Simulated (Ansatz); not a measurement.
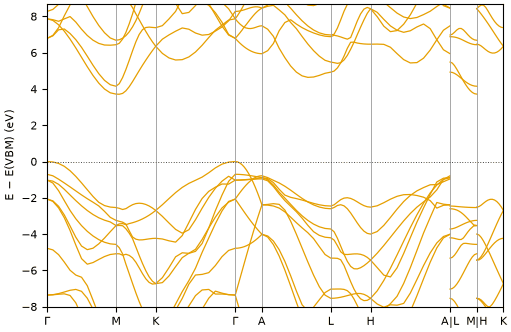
Figure. Band structure from PBE+D3(BJ) in the plane-wave PAW code Ansatz

Read off the gap and where the band edges lie.

About 3.7 eV (3.71 eV by a search for the band edges); maximum at Γ, minimum on the M–K line, 8 % of the way from M.

The material is BN in space group P6_222 (No. 180; B on 3d, N on 3c).

A made-up cell: these elements were put on the sites of a structure type; neither database checked (COD, Materials Project) lists it. It is not the phase usual at ambient conditions (space group No. 186, 194, 216). The PBE+D3(BJ) relaxation kept the symmetry of its start; phonons on a q-mesh show no instability.

Potentials: the later of the program's two PAW sets.
